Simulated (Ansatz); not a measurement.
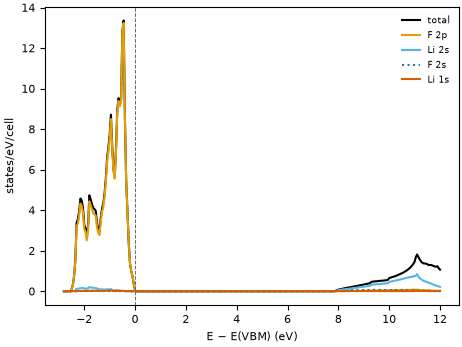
Total and projected density of states of LiF (wurtzite, space group No. 186), DFT-LDA in the program Ansatz with PAW potentials

### Question
Which orbitals carry the states next to the gap?

### Answer
Top 1 eV of the valence band: F 2p 99 %. Bottom 1 eV of the conduction band: Li 2s 66 %, F 2s 21 %, Li 1s 5 %. Projections are on Löwdin-orthogonalised atomic valence shells; empty p or d shells of many metals are not among them.

### Question
Where is the tallest occupied peak in this window, and what makes it?

### Answer
Near -0.4 eV, about 13 states/eV per cell; the largest projected share is F 2p.

Space group P6_3mc (wurtzite). The first step of the workflow began from a Materials Project structure, measured or hypothetical; the Crystallography Open Database copy checked does not list it. It is not the phase usual at ambient conditions (space group No. 225). The LDA relaxation kept the symmetry of its start; phonons on a q-mesh show no instability.

Potentials: the later of the program's two PAW sets.
